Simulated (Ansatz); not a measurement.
Take CdTe in the zinc blende structure (space group F-43m, No. 216; a = 6.4895 Å) as the base.

Structures relaxed with plane-wave PAW DFT at the PBEsol level (Ansatz, a program for electronic structure, 420 eV), scalar-relativistic without spin-orbit coupling, earlier PAW set.

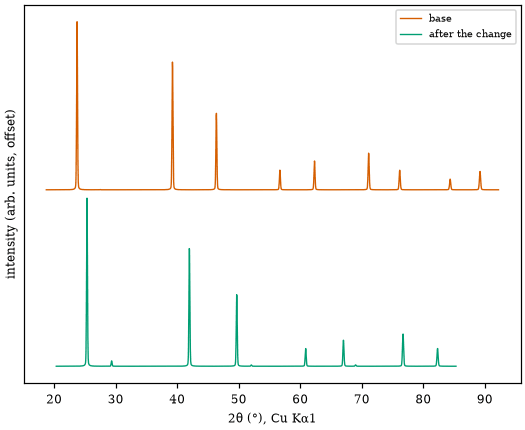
Figure: Simulated powder patterns before (top) and after one change

Q: What was done to the base?
A) Te → Cr
B) Te → Se
C) Te → Pt

A: B, Te → Se. Its volume per atom is 28.12 Å³ against 34.16 Å³, and its space group is F-43m (No. 216).

Other magnetic orders, which the real material may have, were not ruled out. Whether these cells are dynamically stable was not tested. As relaxed here, CrCd and CdPt are hypothetical phases, not in the database extracts checked. Spin-polarised in the final run: CrCd; the other runs are not.
